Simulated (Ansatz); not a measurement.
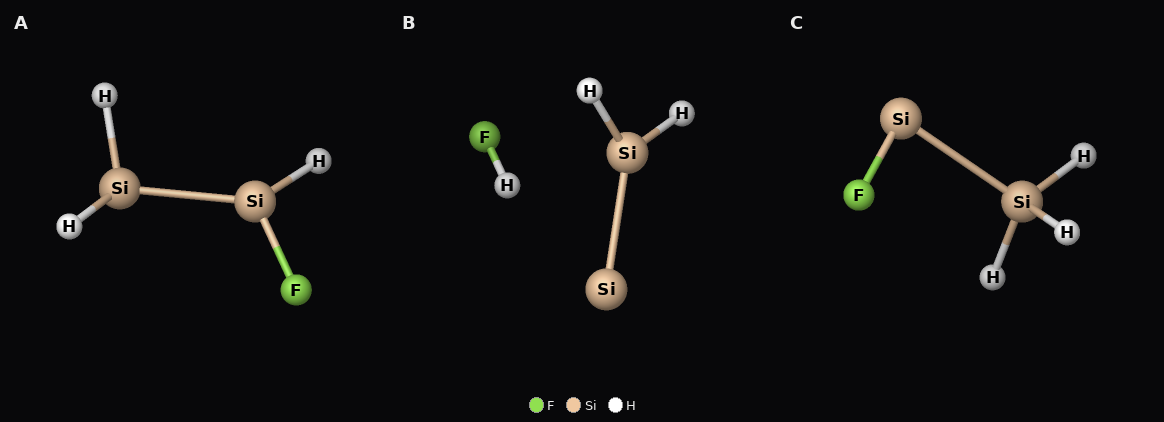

3 stationary structures of one formula. Geometries: PBE-D4/def2-SVP. Electronic energies: PBE-D4/def2-SVP (Ansatz 0.2.0), without zero-point energy. No frequency run is at hand to confirm each as a minimum.

**Which structure is the most stable?**

C is lowest (Cs); A lies 0.035 eV above it (C1), B lies 2.625 eV above it (Cs).
